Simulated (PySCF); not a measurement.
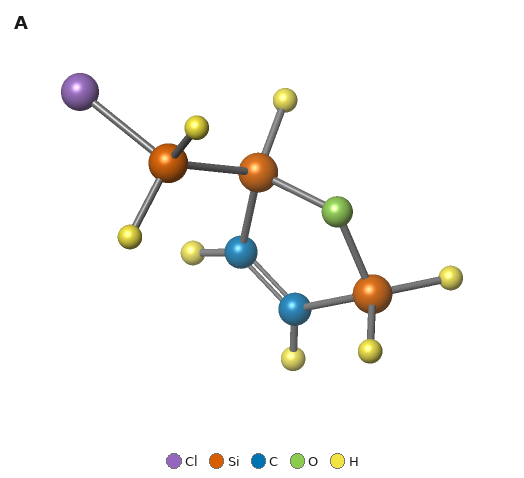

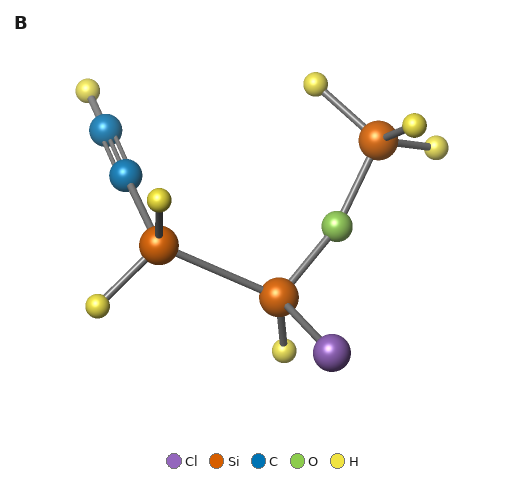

2 stationary structures of one formula. Geometries: GFN2-xTB. Electronic energies: PBE0/pcSseg-1 (PySCF 2.14.0), without zero-point energy. No frequency run is at hand to confirm each as a minimum. Each is one conformer, not always the lowest.

How are they related?

Answer. They are constitutional isomers of C2H7ClOSi3: A `Cl[SiH2][Si@@H]1C=C[SiH2]O1`, B `C#C[SiH2][Si@H](Cl)O[SiH3]`.

Which structure is the most stable?

Answer. A is lowest; B lies 30.6 kcal/mol above it.

The geometry is semi-empirical. Around Si such bond lengths and angles can be off by a tenth of an ångström or more and by several degrees, and values that hang on the shape move with them.
